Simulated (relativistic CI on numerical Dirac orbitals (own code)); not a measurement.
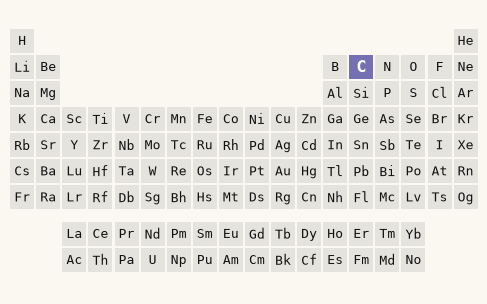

**Figure 1.** The place of carbon in the periodic table.

## C: relativistic CI calculation

- system: C.
- method: Dirac-Coulomb-Breit CI, KLI orbitals optimised for each configuration, model QED (radiative potential, 1s self-energy scaled to tabulated hydrogen-like ionisation energies), numerical settings as typed (relativistic CI on numerical Dirac orbitals, in-house)

Input:
```
atom C  Z=6  charge=0  electrons=6
nucleus A=12  rms_radius_fm=2.4702
hamiltonian dirac-coulomb  breit=on  qed=on  c_scale=1
orbitals kli  potential=per-configuration
slater_scale 1
correlation none
mixing on
grid step=0.0125 r_max=102.8
scf mixing=0.4 start=green max_iterations=2 tolerance=2e-08 node_fill=0.05
configurations
  [He] 2s2 2p2
  [He] 2s 2p3
  [He] 2s2 2p 3s
end
```

Hardware: 1 CPU thread, shared host.

Launched within a batch (the task file carries these settings):
```bash
python <driver script> task.json out
```

The program writes its results to a structured record and prints no log; tables and figures of this report are taken from that record.

Outcome:

| quantity | value |
| --- | --- |
| outcome | not converged |

Diagnosis:

The input is odd on purpose: iterations. The run did not meet its convergence test, so its last values are not results. Caveats: SCF of 1s2 2s2 2p2 did not converge.
